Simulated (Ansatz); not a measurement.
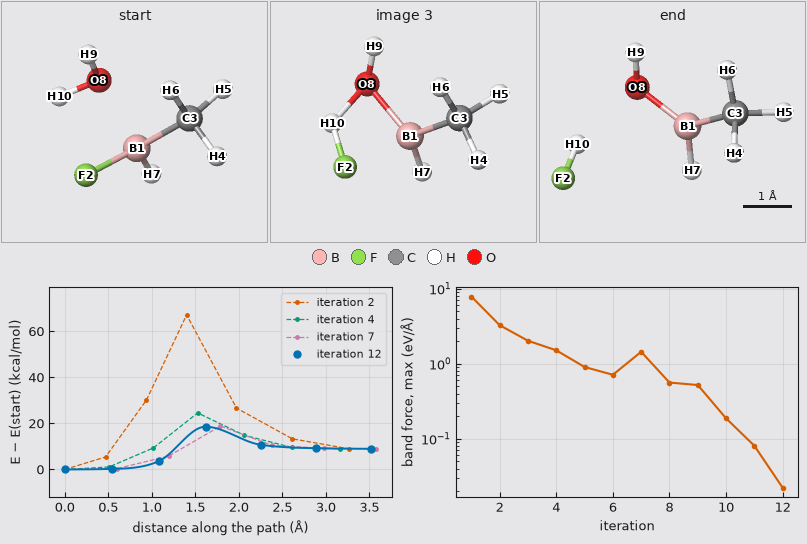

NEB run on CH6BFO. Images are numbered from 0 (start) to 6 (end). The plot follows the band through its iterations. The picture is a ball-and-stick view, seen at a tilt.

All numbers below come from RKS PBE0-D4/6-31G* (Ansatz). Run with 5 movable images; climbing image; force threshold 0.05 eV/Å; iteration limit 60; starting path through a guess of the saddle point.

### Judge this run.

The result is final at these settings. The band converged in 12 iterations. The largest component of the band force went from 7.9 to 0.022 eV/Å. The climbing image converged on the top of the path. Its vibrational analysis gives one imaginary mode (764i cm⁻¹), as a transition state must have. The first iteration put the highest image at 132.1 kcal/mol. Forward barrier 18.6 kcal/mol, backward barrier 9.6 kcal/mol, with image 3 at the top; the reaction energy is +9.0 kcal/mol.
